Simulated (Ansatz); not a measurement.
**A computed series for hypothetical P4_2/mnm GaN: carrier doping**

The reference is GaN (space group P4_2/mnm, No. 136; a hypothetical phase, not in the database extracts checked).

```xyz
8
Lattice="5.5350 0.0000 0.0000 0.0000 5.5350 0.0000 0.0000 0.0000 3.2140" Properties=species:S:1:pos:R:3 pbc="T T T"
Ga     1.7744     3.7606     0.0000
Ga     3.7606     1.7744     0.0000
Ga     4.5420     4.5420     1.6070
Ga     0.9931     0.9931     1.6070
N      1.7591     1.7591     0.0000
N      3.7760     3.7760     0.0000
N      1.0084     4.5266     1.6070
N      4.5266     1.0084     1.6070
```

Carriers are added at fixed cell with a uniform background; the Fermi–Dirac width is that of 300 K.

Calculations: PBE, PAW, 420 eV (Ansatz, a program for electronic structure; no spin-orbit coupling).

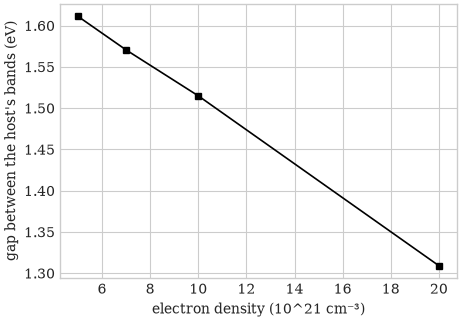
Fig. 1. Gap between the host's bands against electron density

```csv
electron density (10^21 cm⁻³),gap between the host's bands
5,1.61 eV
7,1.57 eV
10,1.51 eV
20,1.31 eV
```

Charged cell with a jellium background: band edges are those of the host's band count, energies are not comparable with the neutral cell, and many-body gap narrowing is missing. Stability against distortions was not tested.
